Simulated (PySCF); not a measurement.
**C4H10BClGe: density, localisation and related maps**

Input

```
{"job": {"kind": "uv", "xc": "wB97X-D", "basis": "def2-SVPD", "nstates": 8, "ntriplets": 3}, "charge": 0, "multiplicity": 1}
B     -2.986788    -0.704763     0.277499
C     -1.581858    -0.294456    -0.294498
C     -0.797716     0.743907     0.492654
Cl    -0.383792     0.084960     2.103480
Ge     0.969904     1.227522    -0.302025
C      2.066216    -0.374193    -0.493042
C      2.936161    -0.771792     0.421134
H     -3.525532    -1.642484    -0.165711
H     -3.507093    -0.069563     1.108233
H     -0.948204    -1.174041    -0.448636
H     -1.749090     0.114088    -1.300949
H     -1.414643     1.621414     0.687014
H      0.737279     1.872566    -1.650707
H      1.636764     2.227254     0.597856
H      1.923375    -0.970816    -1.385973
H      3.100972    -0.201271     1.321811
H      3.517048    -1.676302     0.318850
```

Launched as:

```sh
OMP_NUM_THREADS=1 python probes_run.py task.json out
```

Geometry: GFN2-xTB.

All numbers below come from PySCF 2.14.0, wB97X-D/def2-SVPD, SCF density, gas phase.

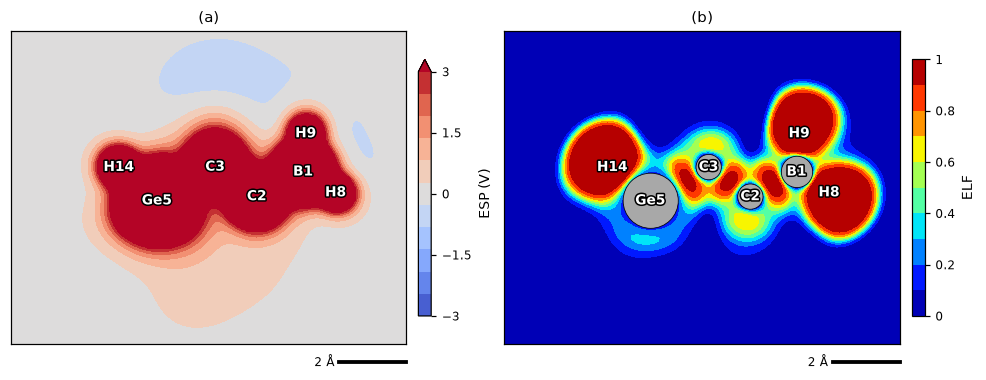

Figure 1. (a) electrostatic potential; (b) ELF on the plane of atoms B1, C2 and C3. Grey discs cover the atomic cores in the ELF map.

### What does the map show?

- The plane passes through B, C, Ge and H nuclei.
- C–B (1.57 Å): the ELF peaks at about 1 between the atoms: a covalent bond.
- C–C (1.52 Å): the ELF peaks at about 0.95 between the atoms; a covalent bond.
- C–Ge (2.00 Å): the ELF peaks at about 0.95 in the valence shell of C, 0.7 Å from its nucleus, and is about 0.75 at the midpoint.
- Outside the dense part of the molecule the potential is most negative (−0.4 V) near Cl4, which lies off the plane.

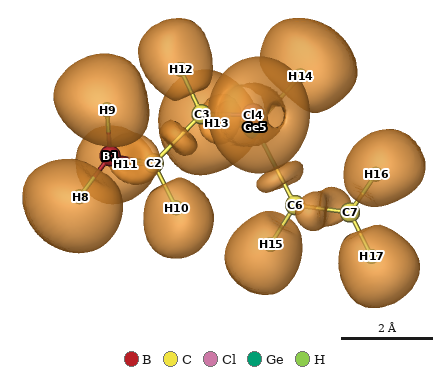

Figure 2. Isosurface of the electron localisation function at 0.8 (orange), seen at a tilt. Only the valence region is drawn (cores and ρ < 0.01 e/Å³ removed).

### What do the ELF domains correspond to?

The ELF exceeds this value in one region between bonded B–C atoms (shared pairs), two regions between bonded C–C atoms (shared pairs), one region between bonded C–Cl atoms (shared pairs), ten regions around hydrogen nuclei, two lobes of the valence shell of C pointing towards Ge (polar bonds) and one ring or bowl of non-bonding electrons around Cl. Profiles from the grid: C–C (1.32 Å): the ELF peaks at about 0.90 between the atoms: a short, multiple covalent bond.

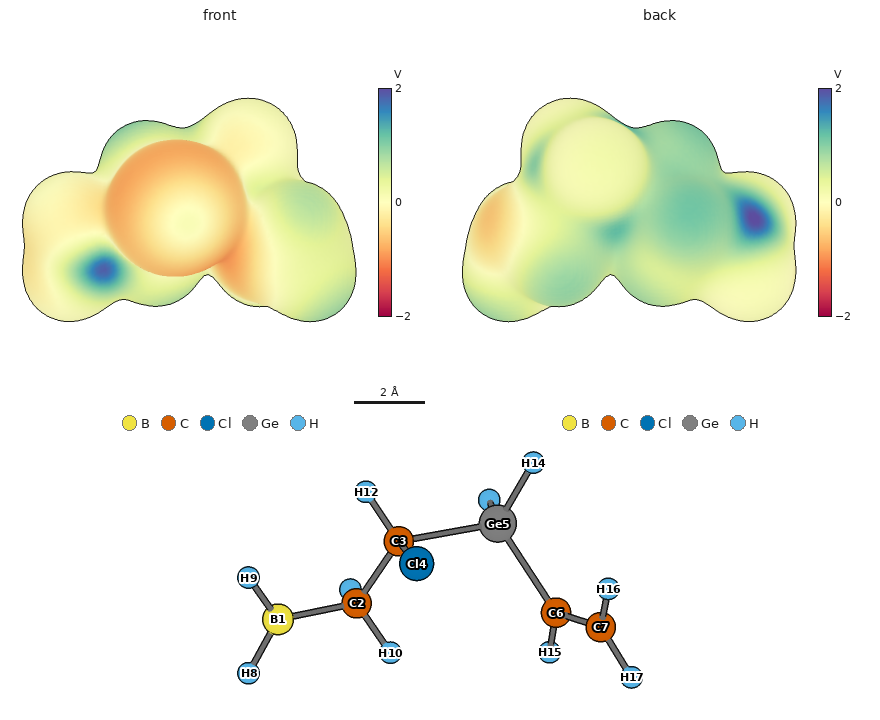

Figure 3. The molecular electrostatic potential painted on the density surface at 0.002 e/bohr³, seen from the front and from behind; red is negative and blue positive. The bare structure is drawn below in the same view.

### Describe the electrostatic potential map.

The most negative region (about −0.9 V) lies over Cl4, C6 and C7, the most positive (about +1.8 V) over B1.
